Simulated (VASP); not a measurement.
Band structure of MoSi (relaxed from the NiAs type structure, space group P6_3/mmc). These are PBEsol GGA, VASP's PBE PAW potentials (set 64) (plane waves; VASP 6.6.1) values and carry that method's errors.

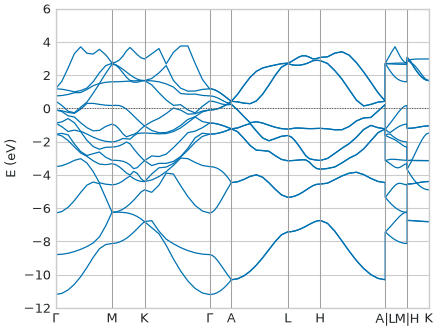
*Bands along high-symmetry lines, zero at the valence-band maximum or, without a gap, the Fermi level*

Problem. Read the plot: is there a gap, and where are the band edges?

Solution. It has no gap at this level: it comes out as a metal or semimetal. (Edges off the drawn lines would not show.)

The structure was generated: MoSi was put into the NiAs type type (P6_3/mmc), which need not be its known phase. It was relaxed first, which changed the volume by -36 %.
